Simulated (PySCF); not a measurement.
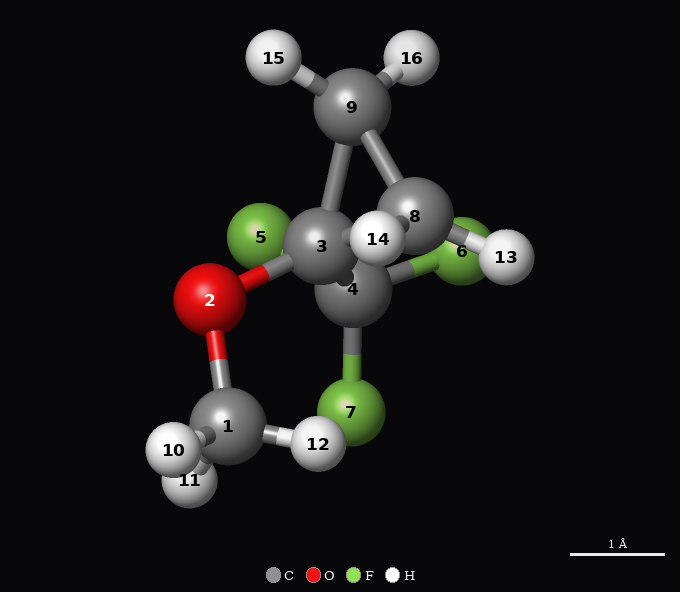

Numbered structure. Geometry: a frame of a GFN2-xTB molecular-dynamics simulation, not a minimum.

List the bonds and their lengths.

```
  bond  length (Å)   order
 C1–O2       1.432  single
C1–H10       1.101  single
C1–H11       1.168  single
C1–H12       0.996  single
 O2–C3       1.402  single
 C3–C4       1.539  single
 C3–C8       1.422  single
 C3–C9       1.539  single
 C4–F5       1.295  single
 C4–F6       1.387  single
 C4–F7       1.349  single
 C8–C9       1.545  single
C8–H13       1.078  single
C8–H14       1.085  single
C9–H15       1.081  single
C9–H16       1.064  single
```
